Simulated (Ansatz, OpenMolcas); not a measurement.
# Exact exchange and the vertical energy of the triplet above the singlet of InCNClF

InCNClF has 5 atoms, charge 0, and is taken as a singlet. As SMILES, `N#[C][In]([F])[Cl]`. The shape is that of a PBE0-D4/def2-TZVP optimisation.

The vertical energy of the triplet above the singlet y, in eV, basis def2-SVP with a core potential; a is the functional's share of exact exchange. Programs: Ansatz 0.2.0, OpenMolcas 26.06.

| functional | program | a | y (eV) |
| --- | --- | --- | --- |
| PBE | Ansatz | 0 | 4.94 |
| TPSS | OpenMolcas | 0 | 5.08 |
| B3LYP | Ansatz | 0.2 | 5.42 |
| r2SCAN0 | Ansatz | 0.25 | ? |
| PBE0 | OpenMolcas | 0.25 | 5.61 |
| BHLYP | Ansatz | 0.5 | 5.83 |

Q: Fit y = c + s·a to the known rows and predict r2SCAN0.

A: 
1. Means of the 5 rows: a = 0.1900, y = 5.376.
2. Σ(Δa)² = 0.172, Σ(Δa·Δy) = 0.2943, so the slope is 0.2943/0.172 = 1.711.
3. Intercept: 5.376 − (1.711) × 0.1900 = 5.051. The largest residual of the fit is 0.13.
4. r2SCAN0: 5.051 + (1.711) × 0.25 = 5.48 eV.

The run gave 5.55 eV, so the prediction is off by -0.07 eV, within the largest residual. The rows mix families of semi-local functionals, which the line can't see. Spin-orbit coupling is left out.

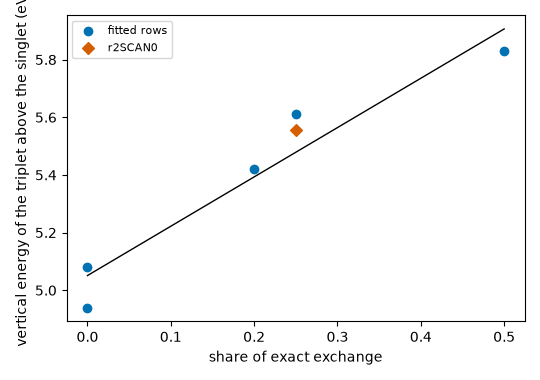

The fitted line, with the withheld row.
